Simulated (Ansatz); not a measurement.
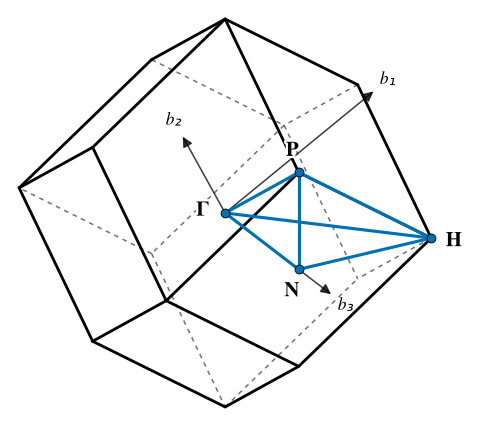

Crystal: Na, the end point of a relaxation with Ansatz, DFT PBE, scalar-relativistic, plane waves, PAW. The first Brillouin zone and its special points. Symmetry computed with spglib at a tolerance of 0.002 Å; standard conventional cell.

Space group Im-3m (No. 229); a = 4.190 Å, b = 4.190 Å, c = 4.190 Å, α = 90.00°, β = 90.00°, γ = 90.00°.

Labels and path follow the convention of Hinuma et al. (2017), as computed by seekpath; the arrows show the directions of the reciprocal primitive vectors b₁, b₂, b₃, in which coordinates are given; lengths include the factor 2π.

Question: List the special points with their coordinates and distances from Γ.

Answer:
```csv
point,k₁,k₂,k₃,length of k (1/Å)
Γ,0,0,0,0.000
H,1/2,−1/2,1/2,1.500
P,1/4,1/4,1/4,1.299
N,0,0,1/2,1.060
```

Question: What is the zone's volume?

Answer: (2π)³ over the primitive cell's volume of 36.78 Å³: 6.75 Å⁻³.
